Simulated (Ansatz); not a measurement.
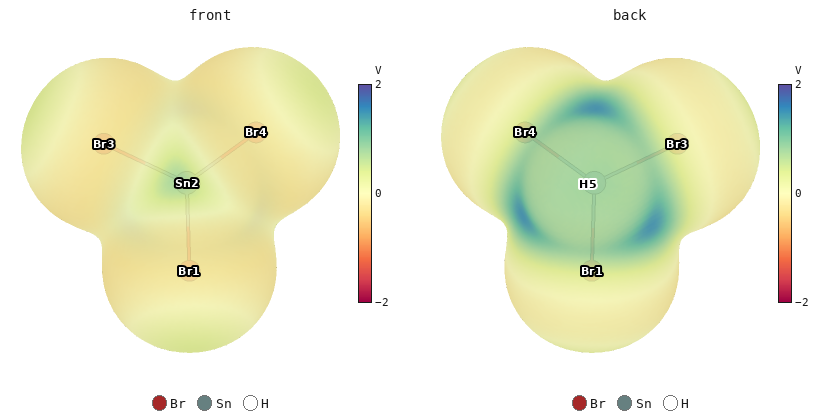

The picture shows: Br3HSn. The electrostatic potential painted on the density surface at 0.001 e/bohr³, seen from the front and from behind; red is negative and blue positive.

Geometry: PBE0-D4/def2-TZVP; core potentials replace the inner electrons of Sn.

Theory: RKS PBE0-D4/def2-TZVPP (Ansatz 0.2.0).

The calculation's input:

```
crystal:
  periodic: [false, false, false]
  atoms:
    - {symbol: Br, position_ang: [-1.501817, 0.519248, 1.770709]}
    - {symbol: Sn, position_ang: [0.136059, 0.118925, -0.012346]}
    - {symbol: Br, position_ang: [1.188982, -2.060141, 0.394299]}
    - {symbol: Br, position_ang: [-1.072494, -0.003785, -2.144656]}
    - {symbol: H, position_ang: [1.299170, 1.352153, -0.049406]}
basis:
  gaussian: {orbitals: def2-TZVPP}
hamiltonian: {xc: pbe0, dispersion: d4}
output: {orbitals: {seedname: orbitals}}
```

Run with:

```sh
ansatz run in.yaml --threads 4 --pin off --events-out ev --progress --plain --max-ram 10444MiB
```

**Where is the surface potential most negative and most positive?**

The most negative region (about −0.3 V) lies over Br1, Br3 and Br4, the most positive (about +1.5 V, or +35 kcal/mol for a unit charge) over Sn2. Br1 shows a σ-hole: about +0.4 V, or +9 kcal/mol for a unit charge at the tip opposite its bond, against about −0.2 V on its flanks. Br3 shows a σ-hole: about +0.4 V, or +9 kcal/mol for a unit charge at the tip opposite its bond, against about −0.2 V on its flanks. Br4 shows a σ-hole: about +0.4 V, or +9 kcal/mol for a unit charge at the tip opposite its bond, against about −0.2 V on its flanks.
